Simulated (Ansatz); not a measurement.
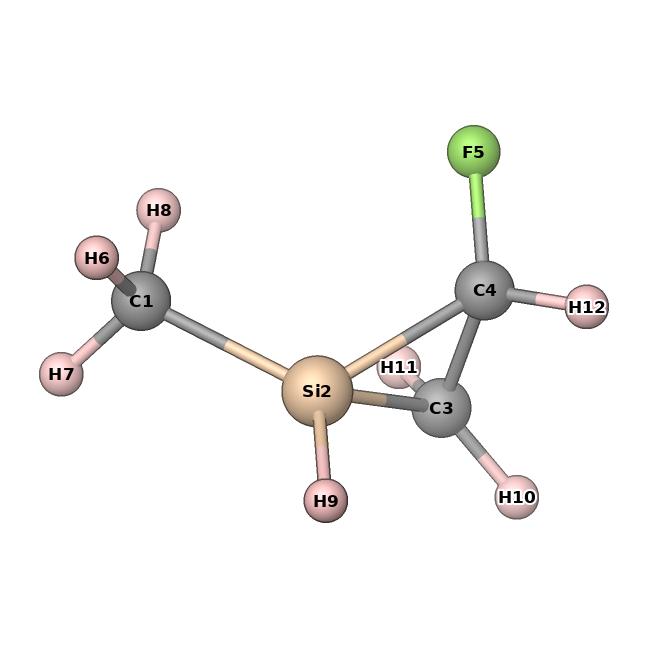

Depth is shown by fading: the farther an atom, the more it takes the colour of the background. The geometry was computed by an optimisation with PBE-D4/def2-SVP. No frequency run is at hand to confirm it as a minimum.

> Find the stereocentres and stereogenic double bonds.

Centres: Si2, C4.

> Give the R/S and E/Z labels.

Si2: S (priorities C4 > C3 > C1 > H9); C4: S (priorities Si2 > F5 > C3 > H12).

> Give a SMILES with the stereochemistry.

C[Si@H]1C[C@H]1F
